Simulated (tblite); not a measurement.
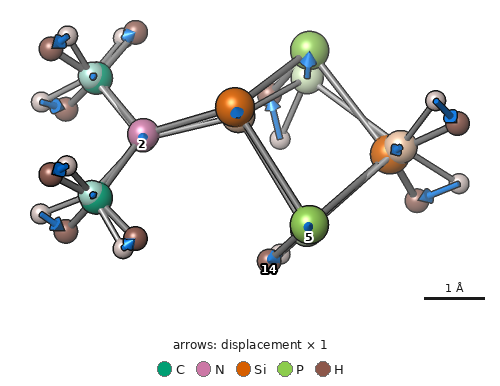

This is a relaxation of C₂H₁₀NP₂Si₂ (multiplicity 2). The starting structure is drawn faded, the final one solid; blue arrows show the displacements, at their true length. The two geometries are superimposed by the best rigid fit.

The picture is a ball-and-stick view, seen at a tilt.

These are results of GFN2-xTB geometry optimisation, gas phase in tblite, not measurements. 

Atoms of which element are displaced furthest, and by how much?

Hydrogen: up to 0.86 Å, against 0.54 Å for phosphorus.

What did the optimiser do to the structure, and how much energy did it gain?

After 76 geometry steps the energy has fallen by 15.7 kcal/mol. The largest move after the best rigid fit is that of an H atom, 0.86 Å. By element the largest moves are H 0.86 Å, P 0.54 Å, Si 0.29 Å, N 0.13 Å, C 0.12 Å. Near-neighbour distances that change, for instance: P–Si 2.224 → 2.330 Å, P–Si 2.204 → 2.260 Å, H–Si 1.495 → 1.459 Å, H–P 1.419 → 1.387 Å. Among the angles between lasting bonds that change: P–Si–P 88.5° → 101.4°, P–Si–P 87.2° → 97.2°, C–N–C 108.3° → 113.3°.
